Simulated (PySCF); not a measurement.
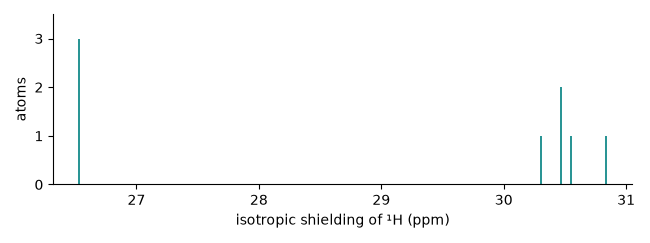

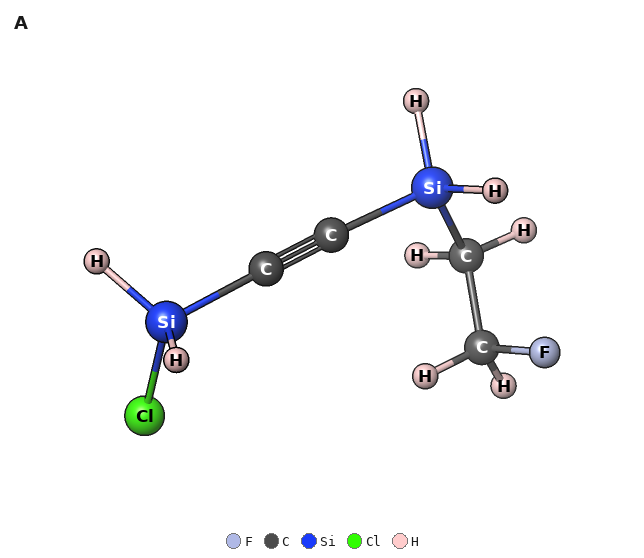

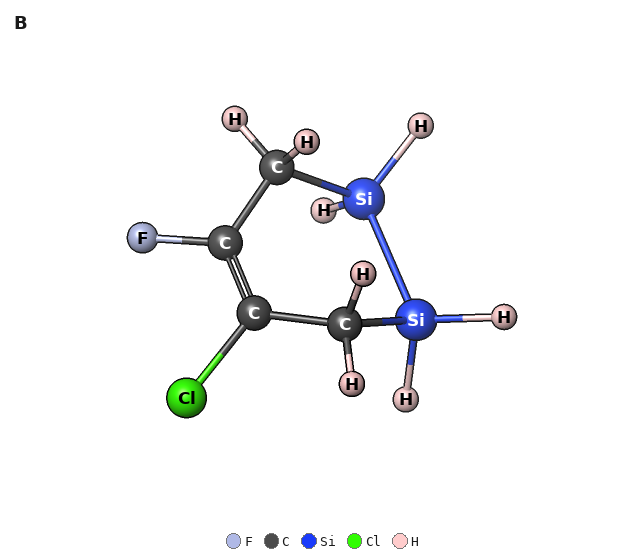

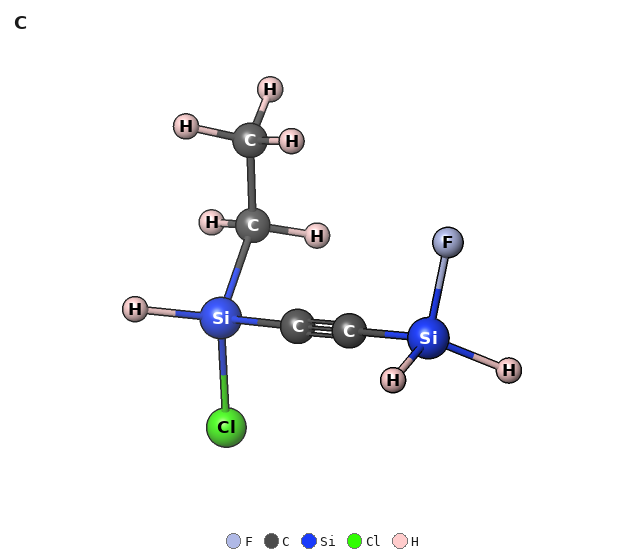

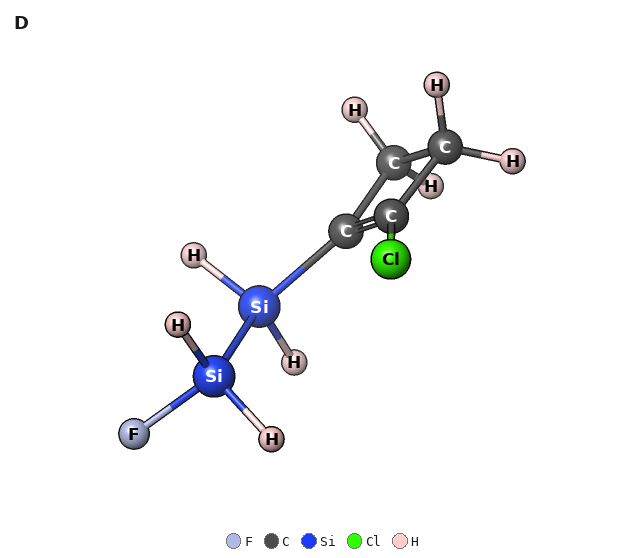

The sticks are computed shieldings of one of the molecules, for one fixed geometry (GFN2-xTB) without averaging over rotations. Low shielding means a high chemical shift. Method: GIAO PBE0/pcSseg-1 NMR shielding, non-relativistic, gas phase (PySCF 2.14.0).

Which molecule gives this pattern?

C, `CC[Si@@H](Cl)C#C[SiH2]F`. Its 8 H atoms give lines at 26.53 (3 atoms), 30.30, 30.47 (2 atoms), 30.55, 30.83 ppm.

The geometry is semi-empirical. Around Si such bond lengths and angles can be off by a tenth of an ångström or more and by several degrees, and values that hang on the shape move with them.
